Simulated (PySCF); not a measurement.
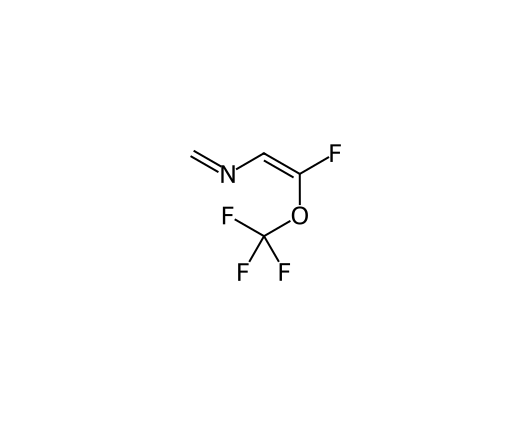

2D structure.

Question: Write the SMILES.

Answer: C=N/C=C(/F)OC(F)(F)F

Question: Give the formula, hydrogens included.

Answer: C4H3F4NO.

Question: An optimisation with PBE0-D3(BJ)/def2-SVP gave a structure of which point group?

Answer: C1. Other conformers may differ.

More results for the same structure follow; atom numbers are the same in all pictures, views and colours differ. Computed geometry: PBE0-D3(BJ)/def2-SVP optimisation. No frequency run is at hand to confirm it as a minimum.

### Geometry

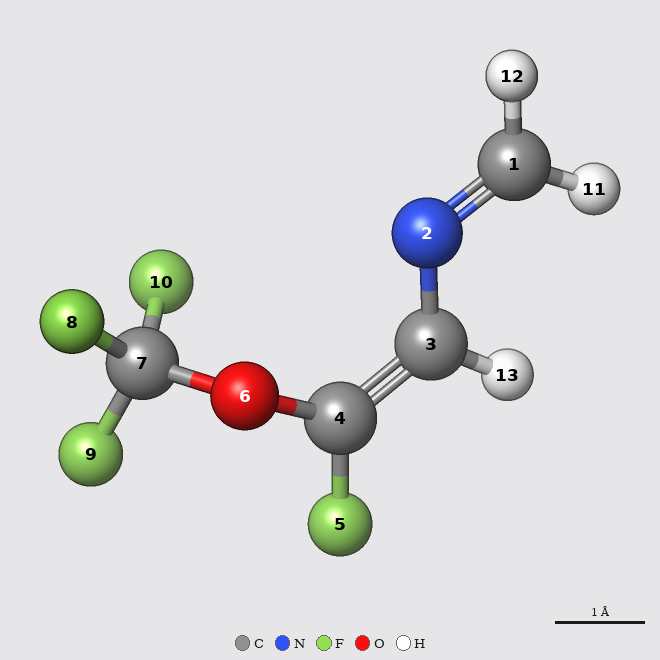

Atoms carry their numbers in the input. No frequency run is at hand to confirm it as a minimum.

Give the bond lengths.

| bond | length (Å) | order |
| --- | --- | --- |
| C1–N2 | 1.271 | double |
| C1–H11 | 1.107 | single |
| C1–H12 | 1.097 | single |
| N2–C3 | 1.379 | single |
| C3–C4 | 1.340 | double |
| C3–H13 | 1.100 | single |
| C4–F5 | 1.317 | single |
| C4–O6 | 1.346 | single |
| O6–C7 | 1.366 | single |
| C7–F8 | 1.313 | single |
| C7–F9 | 1.327 | single |
| C7–F10 | 1.323 | single |

### Levels of theory compared

No frequency run is at hand to confirm it as a minimum. Program: PySCF 2.14.0.

Compare dipole (D), HOMO–LUMO gap (eV), HOMO energy (eV) at these levels: B3LYP/def2-SVPD; B3LYP/def2-SVPD in acetonitrile (IEF-PCM); B3LYP/def2-SVPD in dimethylsulfoxide (IEF-PCM); PBE0/pcSseg-1 in acetonitrile (IEF-PCM); PBE0/pcSseg-1 in dimethylsulfoxide (IEF-PCM).

| level | dipole (D) | HOMO–LUMO gap (eV) | HOMO energy (eV) |
| --- | --- | --- | --- |
| B3LYP/def2-SVPD | 2.88 | 5.44 | −7.32 |
| B3LYP/def2-SVPD in acetonitrile (IEF-PCM) | 3.91 | 5.49 | −7.16 |
| B3LYP/def2-SVPD in dimethylsulfoxide (IEF-PCM) | 3.92 | 5.49 | −7.15 |
| PBE0/pcSseg-1 in acetonitrile (IEF-PCM) | 3.70 | 5.95 | −7.32 |
| PBE0/pcSseg-1 in dimethylsulfoxide (IEF-PCM) | 3.71 | 5.95 | −7.32 |

### Quadrupole coupling

No frequency run is at hand to confirm it as a minimum. Electric field gradients from the ground-state density, PBE0/pcSseg-1 in acetonitrile (IEF-PCM) (PySCF 2.14.0), non-relativistic apart from any core potentials.

Give the largest field-gradient component, the quadrupole coupling constant and the asymmetry for 14N at N2 (Q = 20.44 mb), 17O at O6 (Q = −25.6 mb), 2H at H11 (Q = 2.86 mb), 2H at H12 (Q = 2.86 mb).

| atom | V_zz (a.u.) | e²qQ/h (MHz) | η |
| --- | --- | --- | --- |
| N2 | −1.144 | −5.50 | 0.32 |
| O6 | 1.990 | −11.97 | 0.84 |
| H11 | 0.268 | 0.180 | 0.06 |
| H12 | 0.289 | 0.194 | 0.03 |

### Polarisability

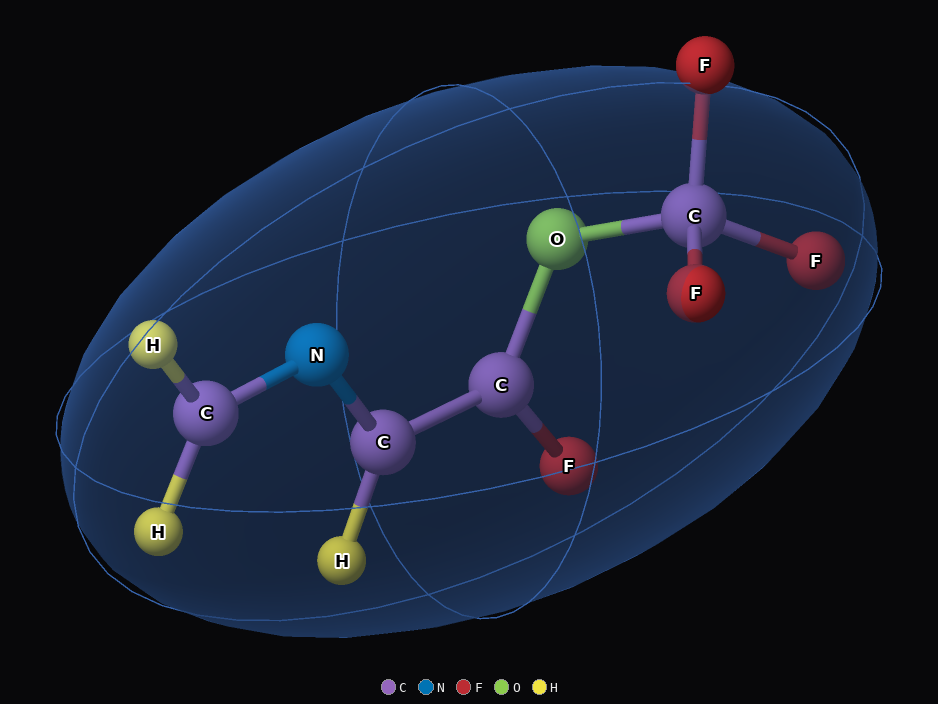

The ellipsoid shows the static dipole polarisability: its half-axes are proportional to the principal values. No frequency run is at hand to confirm it as a minimum. Computed with B3LYP/def2-SVPD (PySCF 2.14.0).

Question: Give the principal values, the mean and the anisotropy.

Answer: Principal values 45.8, 62.7, 104.7 bohr³; mean 71.1 bohr³ (10.53 Å³); anisotropy 52.6 bohr³, so the longest axis is 2.29 times the shortest.
